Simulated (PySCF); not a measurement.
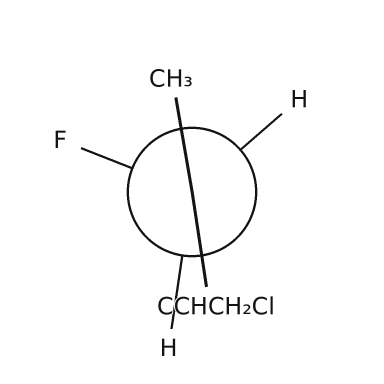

A Newman projection along the C–C bond, carbon in front; angles are drawn as computed, but eclipsed bonds slightly apart. Geometry: an end point of a reaction path computed with GFN2-xTB.

Question: Which molecule is it?

Answer: C6H8ClF, CC(=C=CCCl)CF

Question: What is the torsion angle from the front CH3 to the back F? The sign is positive where the front bond must turn clockwise to cover the back bond.

Answer: −59°, synclinal (gauche).
